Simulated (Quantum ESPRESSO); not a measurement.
# Fixed-spin-moment curve of FeSb

Wanted: E(M) for FeSb from a parallel start.

Program: Quantum ESPRESSO 7.5. Level of theory: LDA; plane waves with GBRV 1.5 LDA potentials, no spin-orbit coupling. Results are calculated unless marked as measured.

The database entry behind the starting cell differs from later determinations by our own check (0.1 to 0.3 % short, probably kX units), so it need not match the best structure at ambient conditions.

## 1. The structure

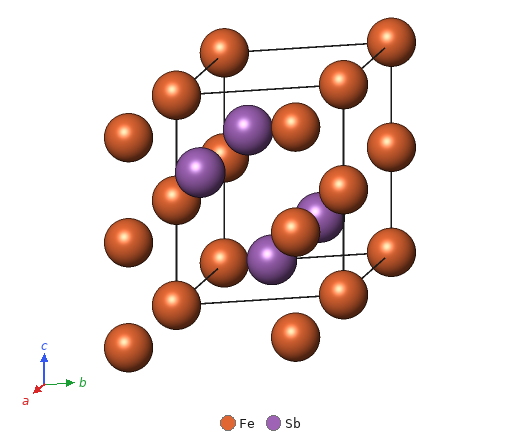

The cell as given, slightly off an axis (iron orange, antimony purple). 2×1×1 cells are drawn. Some periodic images of atoms are drawn too.

Structure file:

```cif
data_structure
_symmetry_space_group_name_H-M 'P6_3/mmc'
_symmetry_Int_Tables_number 194
_cell_length_a 4.0600
_cell_length_b 4.0600
_cell_length_c 5.1300
_cell_angle_alpha 90.000
_cell_angle_beta 90.000
_cell_angle_gamma 120.000
_cell_volume 73.23
loop_
_atom_site_label
_atom_site_type_symbol
_atom_site_symmetry_multiplicity
_atom_site_Wyckoff_symbol
_atom_site_fract_x
_atom_site_fract_y
_atom_site_fract_z
_atom_site_occupancy
Fe1 Fe 2 a 0.00000 0.00000 0.00000 1
Sb1 Sb 2 c 0.33333 0.66667 0.25000 1
```

The cell comes from the Crystallography Open Database.

## 2. No moment imposed

Input file pw.in:

```
&CONTROL
  calculation = 'scf'
  prefix = 'pwscf'
  outdir = './tmp'
  pseudo_dir = './pseudo'
  disk_io = 'nowf'
/
&SYSTEM
  ibrav = 0
  celldm(1) = 8
  nat = 4
  ntyp = 2
  ecutwfc = 40
  ecutrho = 280
  nbnd = 43
  occupations = 'smearing'
  smearing = 'fd'
  degauss = 0.00734986
  nspin = 2
  starting_magnetization(1) = 0.175
  starting_magnetization(2) = 0
/
&ELECTRONS
  conv_thr = 8d-09
  electron_maxstep = 150
  mixing_beta = 0.3
/
ATOMIC_SPECIES
Fe     55.8450 fe_lda_v1.5.uspp.F.UPF
Sb    121.7600 sb_lda_v1.4.uspp.F.UPF
CELL_PARAMETERS alat
   0.9590360082476    0.0000000000000    0.0000000000000
  -0.4795180041238    0.8305495462947    0.0000000000000
   0.0000000000000    0.0000000000000    1.2117868774163
ATOMIC_POSITIONS crystal
Fe      0.0000000000    0.0000000000    0.0000000000
Fe      0.0000000000    0.0000000000    0.5000000000
Sb      0.3333333333    0.6666666667    0.2500000000
Sb      0.6666666667    0.3333333333    0.7500000000
K_POINTS automatic
8 8 8 0 0 0
```

Run with:

```bash
$ OMP_NUM_THREADS=1 mpirun -n 2 pw.x -nk 2 -in pw.in > pw.out
```

Output:

```text
Program PWSCF v.7.5 starts

     Message from routine setup:
     using ibrav=0 with symmetry is DISCOURAGED, use correct ibrav instead

     K-points division:     npool     =       2
     Subspace diagonalization in iterative solution of the eigenvalue problem:

     G-vector sticks info
     --------------------
     sticks:   dense  smooth     PW     G-vecs:    dense   smooth      PW
     Sum        1147     649    199                39093    16887    2763

     Using Slab Decomposition

     bravais-lattice index     =            0
     lattice parameter (alat)  =       8.0000  a.u.
     unit-cell volume          =     494.1931 (a.u.)^3
     number of atoms/cell      =            4
     number of atomic types    =            2
     number of electrons       =        62.00
     number of Kohn-Sham states=           43
     kinetic-energy cutoff     =      40.0000  Ry
     charge density cutoff     =     280.0000  Ry
     scf convergence threshold =      8.0E-09
     mixing beta               =       0.3000
     number of iterations used =            8  plain     mixing
     Exchange-correlation=  SLA  PZ   NOGX NOGC
                           (   1   1   0   0   0   0   0)

     celldm(1)=   8.000000  celldm(2)=   0.000000  celldm(3)=   0.000000
     celldm(4)=   0.000000  celldm(5)=   0.000000  celldm(6)=   0.000000

     crystal axes: (cart. coord. in units of alat)
               a(1) = (   0.959036   0.000000   0.000000 )
               a(2) = (  -0.479518   0.830550   0.000000 )
               a(3) = (   0.000000   0.000000   1.211787 )

     reciprocal axes: (cart. coord. in units 2 pi/alat)
               b(1) = (  1.042714  0.602011 -0.000000 )
               b(2) = (  0.000000  1.204022  0.000000 )
               b(3) = (  0.000000 -0.000000  0.825228 )

     PseudoPot. # 1 for Fe read from file:
     fe_lda_v1.5.uspp.F.UPF
     Pseudo is Ultrasoft + core correction, Zval = 16.0
     Generated by new atomic code, or converted to UPF format
     Using radial grid of  861 points,  6 beta functions with:
                l(1) =   0
                l(2) =   0
                l(3) =   1
                l(4) =   1
                l(5) =   2
                l(6) =   2
     Q(r) pseudized with  8 coefficients,  rinner =    1.000   1.000   1.000
                                                       1.000   1.000

     PseudoPot. # 2 for Sb read from file:
     sb_lda_v1.4.uspp.F.UPF
     Pseudo is Ultrasoft + core correction, Zval = 15.0
     Generated by new atomic code, or converted to UPF format
     Using radial grid of  891 points,  6 beta functions with:
                l(1) =   0
                l(2) =   0
                l(3) =   1
                l(4) =   1
                l(5) =   2
                l(6) =   2
     Q(r) pseudized with  8 coefficients,  rinner =    1.350   1.350   1.350
                                                       1.350   1.350

     atomic species   valence    mass     pseudopotential
     Fe               16.00    55.84500     Fe( 1.00)
     Sb               15.00   121.76000     Sb( 1.00)

     Starting magnetic structure
     atomic species   magnetization
     Fe              0.175
     Sb              0.000

     24 Sym. Ops., with inversion, found (12 have fractional translation)

   Cartesian axes

     site n.     atom                  positions (alat units)
         1        Fe     tau(   1) = (   0.0000000   0.0000000   0.0000000  )
         2        Fe     tau(   2) = (   0.0000000   0.0000000   0.6058934  )
         3        Sb     tau(   3) = (  -0.0000000   0.5536997   0.3029467  )
         4        Sb     tau(   4) = (   0.4795180   0.2768498   0.9088402  )

     number of k points=    50  Fermi-Dirac smearing, width (Ry)=  0.0073
                       cart. coord. in units 2pi/alat
        k(    1) = (   0.0000000   0.0000000   0.0000000), wk =   0.0019531
        k(    2) = (   0.0000000   0.0000000   0.1031535), wk =   0.0039062
        k(    3) = (   0.0000000   0.0000000   0.2063069), wk =   0.0039062
        k(    4) = (   0.0000000   0.0000000   0.3094604), wk =   0.0039062
        k(    5) = (   0.0000000   0.0000000  -0.4126138), wk =   0.0019531
        [... 45 further k-points ...]

     Dense  grid:    39093 G-vectors     FFT dimensions: (  45,  45,  54)

     Smooth grid:    16887 G-vectors     FFT dimensions: (  32,  32,  40)

     Check: negative core charge=   -0.000026
     Generating pointlists ...
     new r_m :   0.2499 (alat units)  1.9994 (a.u.) for type    1
     new r_m :   0.2604 (alat units)  2.0828 (a.u.) for type    2

     Initial potential from superposition of free atoms

     starting charge      58.0000, renormalised to      62.0000
     Starting wfcs are   44 randomized atomic wfcs

     Self-consistent Calculation

     iteration #  1     ecut=    40.00 Ry     beta= 0.30
     Davidson diagonalization with overlap
     ethr =  1.00E-02,  avg # of iterations =  5.7

     total energy              =    -868.02786171 Ry
     estimated scf accuracy    <       8.31691922 Ry

     total magnetization       =     3.34 Bohr mag/cell
     absolute magnetization    =     3.87 Bohr mag/cell

     iteration #  2     ecut=    40.00 Ry     beta= 0.30
     Davidson diagonalization with overlap
     ethr =  1.00E-02,  avg # of iterations =  2.6

     total energy              =    -868.46208477 Ry
     estimated scf accuracy    <      11.03088507 Ry

     total magnetization       =     0.66 Bohr mag/cell
     absolute magnetization    =     1.30 Bohr mag/cell

     iteration #  3     ecut=    40.00 Ry     beta= 0.30
     Davidson diagonalization with overlap
     ethr =  1.00E-02,  avg # of iterations =  1.6

     total energy              =    -869.63509952 Ry
     estimated scf accuracy    <       0.71446497 Ry

     total magnetization       =     3.52 Bohr mag/cell
     absolute magnetization    =     4.05 Bohr mag/cell

     [... further iterations left out ...]

     iteration # 12     ecut=    40.00 Ry     beta= 0.30
     Davidson diagonalization with overlap
     ethr =  3.32E-08,  avg # of iterations =  1.5

     total energy              =    -869.74896125 Ry
     estimated scf accuracy    <       0.00000057 Ry

     total magnetization       =     2.99 Bohr mag/cell
     absolute magnetization    =     3.49 Bohr mag/cell

     iteration # 13     ecut=    40.00 Ry     beta= 0.30
     Davidson diagonalization with overlap
     ethr =  9.23E-10,  avg # of iterations =  2.6

     total energy              =    -869.74896177 Ry
     estimated scf accuracy    <       0.00000007 Ry

     total magnetization       =     2.99 Bohr mag/cell
     absolute magnetization    =     3.50 Bohr mag/cell

     iteration # 14     ecut=    40.00 Ry     beta= 0.30
     Davidson diagonalization with overlap
     ethr =  1.13E-10,  avg # of iterations =  1.9

     total energy              =    -869.74896178 Ry
     estimated scf accuracy    <          8.6E-09 Ry

     total magnetization       =     2.99 Bohr mag/cell
     absolute magnetization    =     3.50 Bohr mag/cell

     iteration # 15     ecut=    40.00 Ry     beta= 0.30
     Davidson diagonalization with overlap
     ethr =  1.39E-11,  avg # of iterations =  2.2

     Magnetic moment per site  (integrated on atomic sphere of radius R)
     atom   1 (R=0.250)  charge= 14.6457  magn=  1.5858
     atom   2 (R=0.250)  charge= 14.6457  magn=  1.5858
     atom   3 (R=0.260)  charge= 12.1708  magn= -0.0583
     atom   4 (R=0.260)  charge= 12.1708  magn= -0.0583

     End of self-consistent calculation

     Number of k-points >= 100: set verbosity='high' to print the bands.

     the Fermi energy is    13.9389 ev

!    total energy              =    -869.74896178 Ry
     estimated scf accuracy    <          7.2E-09 Ry
     smearing contrib. (-TS)   =      -0.01124579 Ry
     internal energy E=F+TS    =    -869.73771599 Ry

     The total energy is F=E-TS. E is the sum of the following terms:
     one-electron contribution =    -441.20138089 Ry
     hartree contribution      =     256.19019724 Ry
     xc contribution           =    -144.58649686 Ry
     ewald contribution        =    -540.14003548 Ry

     total magnetization       =     2.99 Bohr mag/cell
     absolute magnetization    =     3.50 Bohr mag/cell

     convergence has been achieved in  15 iterations

=------------------------------------------------------------------------------=
   JOB DONE.
=------------------------------------------------------------------------------=
```

It took 78 s on 2 MPI ranks of Intel Xeon Platinum 8375C at 2.90GHz (Ice Lake), shared host; peak memory 0.41 GiB.

Spin moment in the atom's sphere by atom:

```tsv
atom	spin moment in the atom's sphere (μB)
Fe1	1.59
Fe2	1.59
Sb3	-0.06
Sb4	-0.06
```

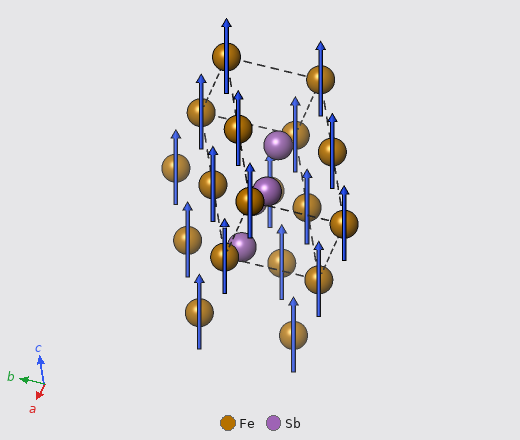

Spin moment in the atom's sphere as arrows, the longest 1.59 μB. Up and down stand for the sign. Arrows give size and sign along the axis of quantisation, drawn up and down the page. 2×1×1 cells are drawn. Some periodic images of atoms are drawn too.

Read from the output:

| Quantity | Value |
| --- | --- |
| smearing term TS | 0.1530 eV |
| magnetization | 2.993 μB |
| absolute magnetization | 3.498 μB |
| final state | ferromagnetic |

## 3. Moment fixed at 0 μB

The two spin channels are filled to separate Fermi energies, so that the total moment meets the target. Half of the up one less the down one is the slope dE/dM.

Edit pw.in of step 2 so:

```diff
@@ -19,4 +19,5 @@
   nspin = 2
-  starting_magnetization(1) = 0.175
+  starting_magnetization(1) = 0.0088
   starting_magnetization(2) = 0
+  tot_magnetization = 0
 /
```

Output:

```text
     [... lines left out ...]
Program PWSCF v.7.5 starts
     [... lines left out ...]
     number of atoms/cell      =            4
     [... lines left out ...]
     number of electrons       =        62.00 (up:  31.00, down:  31.00)
     number of Kohn-Sham states=           43
     kinetic-energy cutoff     =      40.0000  Ry
     charge density cutoff     =     280.0000  Ry
     scf convergence threshold =      8.0E-09
     [... lines left out ...]
     24 Sym. Ops., with inversion, found (12 have fractional translation)
     [... lines left out ...]
     number of k points=    50  Fermi-Dirac smearing, width (Ry)=  0.0073
     [... lines left out ...]
     iteration # 12     ecut=    40.00 Ry     beta= 0.30
     [... lines left out ...]
     Magnetic moment per site  (integrated on atomic sphere of radius R)
     atom   1 (R=0.250)  charge= 14.6618  magn=  0.0000
     atom   2 (R=0.250)  charge= 14.6618  magn=  0.0000
     atom   3 (R=0.260)  charge= 12.1574  magn= -0.0000
     atom   4 (R=0.260)  charge= 12.1574  magn= -0.0000
     [... lines left out ...]
     the spin up/dw Fermi energies are    13.8011   13.8011 ev
!    total energy              =    -869.73176125 Ry
     estimated scf accuracy    <          2.6E-09 Ry
     smearing contrib. (-TS)   =      -0.01562208 Ry
     [... lines left out ...]
     total magnetization       =    -0.00 Bohr mag/cell
     absolute magnetization    =     0.00 Bohr mag/cell
     convergence has been achieved in  12 iterations
```

The job ended after 66 s (2 MPI ranks; peak memory 0.42 GiB; 2.2 min of CPU time).

This step gave:

```
magnetization                                 : 0 μB
absolute magnetization                        : 0 μB
half the difference of the two Fermi energies : 0 meV
largest moment                                : 0 μB
```

## 4. Moment fixed at 0.419 μB

Edit pw.in of step 3 so:

```diff
@@ -19,5 +19,5 @@
   nspin = 2
-  starting_magnetization(1) = 0.0088
+  starting_magnetization(1) = 0.0131
   starting_magnetization(2) = 0
-  tot_magnetization = 0
+  tot_magnetization = 0.419
 /
```

Output:

```text
     [... lines left out ...]
Program PWSCF v.7.5 starts
     [... lines left out ...]
     number of atoms/cell      =            4
     [... lines left out ...]
     number of electrons       =        62.00 (up:  31.21, down:  30.79)
     number of Kohn-Sham states=           43
     kinetic-energy cutoff     =      40.0000  Ry
     charge density cutoff     =     280.0000  Ry
     scf convergence threshold =      8.0E-09
     [... lines left out ...]
     24 Sym. Ops., with inversion, found (12 have fractional translation)
     [... lines left out ...]
     number of k points=    50  Fermi-Dirac smearing, width (Ry)=  0.0073
     [... lines left out ...]
     iteration # 12     ecut=    40.00 Ry     beta= 0.30
     [... lines left out ...]
     Magnetic moment per site  (integrated on atomic sphere of radius R)
     atom   1 (R=0.250)  charge= 14.6617  magn=  0.2509
     atom   2 (R=0.250)  charge= 14.6617  magn=  0.2509
     atom   3 (R=0.260)  charge= 12.1575  magn= -0.0186
     atom   4 (R=0.260)  charge= 12.1575  magn= -0.0186
     [... lines left out ...]
     the spin up/dw Fermi energies are    13.7430   13.8596 ev
!    total energy              =    -869.73267824 Ry
     estimated scf accuracy    <          2.9E-09 Ry
     smearing contrib. (-TS)   =      -0.01503881 Ry
     [... lines left out ...]
     total magnetization       =     0.42 Bohr mag/cell
     absolute magnetization    =     0.59 Bohr mag/cell
     convergence has been achieved in  12 iterations
```

Wall time 86 s (2 MPI ranks); peak memory 0.4 GiB.

Spin moment in the atom's sphere by atom:

```tsv
atom	spin moment in the atom's sphere (μB)
Fe1	0.251
Fe2	0.251
Sb3	-0.019
Sb4	-0.019
```

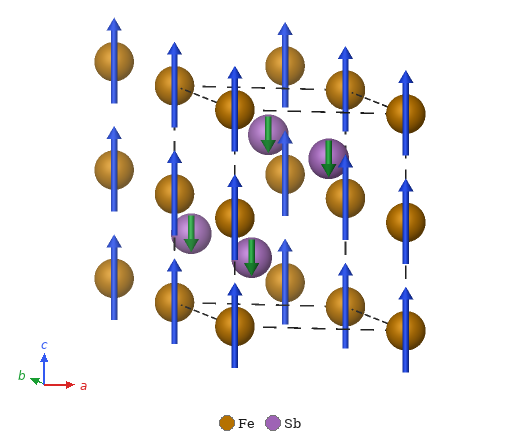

Spin moment in the atom's sphere as arrows, the longest 0.251 μB. Up and down stand for the sign. Arrows give size and sign along the axis of quantisation, drawn up and down the page. Each arrow also spans its atom, so small moments look longer than they are. The two directions have two colours. 1×2×1 cells are drawn. Some periodic images of atoms are drawn too.

Read from the output:

```
magnetization                                 : 0.419 μB
absolute magnetization                        : 0.595 μB
half the difference of the two Fermi energies : -58.3 meV
```

## 5. Moment fixed at 0.839 μB

Edit pw.in of step 4 so:

```diff
@@ -19,5 +19,5 @@
   nspin = 2
-  starting_magnetization(1) = 0.0131
+  starting_magnetization(1) = 0.0262
   starting_magnetization(2) = 0
-  tot_magnetization = 0.419
+  tot_magnetization = 0.839
 /
```

Output:

```text
     [... lines left out ...]
Program PWSCF v.7.5 starts
     [... lines left out ...]
     number of atoms/cell      =            4
     [... lines left out ...]
     number of electrons       =        62.00 (up:  31.42, down:  30.58)
     number of Kohn-Sham states=           43
     kinetic-energy cutoff     =      40.0000  Ry
     charge density cutoff     =     280.0000  Ry
     scf convergence threshold =      8.0E-09
     [... lines left out ...]
     24 Sym. Ops., with inversion, found (12 have fractional translation)
     [... lines left out ...]
     number of k points=    50  Fermi-Dirac smearing, width (Ry)=  0.0073
     [... lines left out ...]
     iteration # 13     ecut=    40.00 Ry     beta= 0.30
     [... lines left out ...]
     Magnetic moment per site  (integrated on atomic sphere of radius R)
     atom   1 (R=0.250)  charge= 14.6613  magn=  0.4962
     atom   2 (R=0.250)  charge= 14.6613  magn=  0.4962
     atom   3 (R=0.260)  charge= 12.1579  magn= -0.0351
     atom   4 (R=0.260)  charge= 12.1579  magn= -0.0351
     [... lines left out ...]
     the spin up/dw Fermi energies are    13.7004   13.9049 ev
!    total energy              =    -869.73520959 Ry
     estimated scf accuracy    <          1.4E-09 Ry
     smearing contrib. (-TS)   =      -0.01358738 Ry
     [... lines left out ...]
     total magnetization       =     0.84 Bohr mag/cell
     absolute magnetization    =     1.17 Bohr mag/cell
     convergence has been achieved in  13 iterations
```

It took 94 s on 2 MPI ranks; peak memory 0.41 GiB; 3.1 min of CPU time.

Numbers from this step:

| Item | Value |
| --- | --- |
| magnetization | 0.839 μB |
| absolute magnetization | 1.167 μB |
| half the difference of the two Fermi energies | -102.3 meV |
| largest moment | 0.4962 μB |

## 6. E(M)

The runs not shown differ in the target, the start and the number of states alone. The point at 2.99 μB is the free run, entered with slope zero.

The energy over the lowest by total spin moment:

```tsv
total spin moment (μB a cell)	energy over the lowest (meV a cell)
0.00	234
0.42	222
0.84	187
1.26	139
1.68	88.3
2.10	43.7
2.52	12.9
2.94	0.196
2.99	0
3.35	8.31
3.77	41.1
4.19	101
```

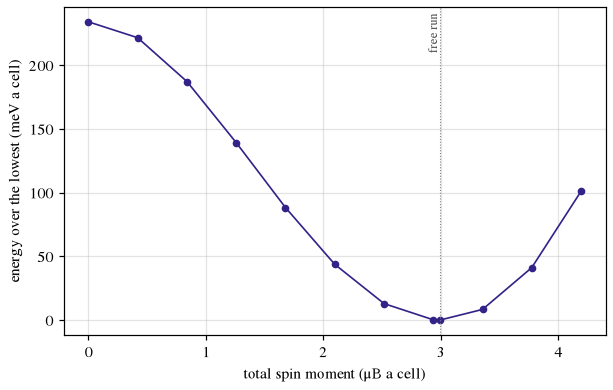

Energy over the lowest against total spin moment.

dE/dM against total spin moment:

```tsv
total spin moment (μB a cell)	dE/dM (meV/μB)
0.00	-0.0150
0.42	-58.3
0.84	-102
1.26	-122
1.68	-117
2.10	-92.5
2.52	-52.8
2.94	-6.81
2.99	0
3.35	47.2
3.77	110
4.19	175
```

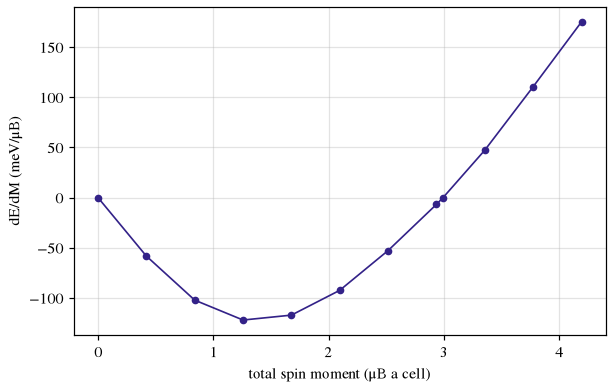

dE/dM, plotted against total spin moment.

Largest site moment against total spin moment:

```tsv
total spin moment (μB a cell)	largest site moment (μB)
0.00	8.7e-6
0.42	0.251
0.84	0.496
1.26	0.730
1.68	0.952
2.10	1.16
2.52	1.36
2.94	1.56
2.99	1.59
3.35	1.75
3.77	1.93
4.19	2.10
```

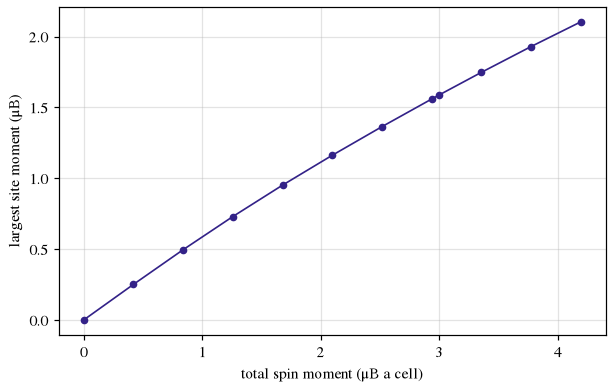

Largest site moment against total spin moment.

## 7. Summary of results

```json
{"moment of the free run": "2.99 μB a cell", "energy at zero total moment": "234 meV a cell over the lowest"}
```

In words: At zero total moment the site moments vanish, so the 234 meV a cell is the energy of forming them. The points show one minimum alone. All runs start parallel; opposed orders may lie lower. Energies are free energies at an electronic temperature of 1160 K, which lowers moments and differences where the moments are itinerant.

[Logs and program files are shortened in this print: banners, set-up blocks, solver, clock and traceback lines can be left out without a mark of their own.]

[Logs are printed without paths, hosts, clocks, repeated set-up lines and the standing remarks that a program may print on its own settings, such as how far it seeks lower states.]

[Hosts, paths, dates, database ids (printed as entryN), source tags and the programs' standing remarks are cut or masked in the printed files.]

[Where a cell is said to come from a database of computed structures, the database is the Materials Project.]
